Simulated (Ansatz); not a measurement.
The starting structures come from a database of crystals and need not be the phases stable at ambient conditions.

 Where the default PAW files enter, the runs use the earlier of Ansatz's two default sets.

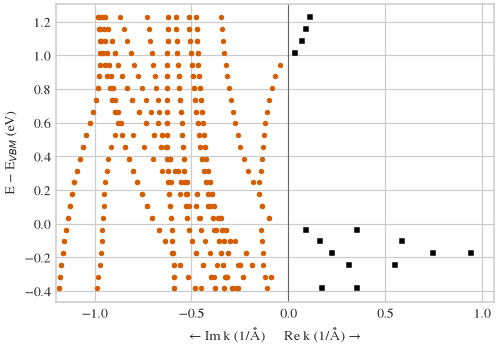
Fig. 1. Complex bands at the centre of the two-dimensional zone; PBEsol (Ansatz, a quantum-chemistry and plane-wave program)

No gap correction and no spin-orbit coupling; mid-gap values are interpolated between computed energies.

Task: This is ZnSnO3 (R3c, not sure to be the ambient phase, 10 atoms a cell, 11.8 Å³ an atom, -7 GPa at this level) along the normal of (110). Read off the slowest decay at the centre of the two-dimensional zone at 0.53 eV, the computed energy nearest the middle of the gap.

Result: κ ≈ 0.13 1/Å, a decay length 1/(2κ) of the density of 4.0 Å.
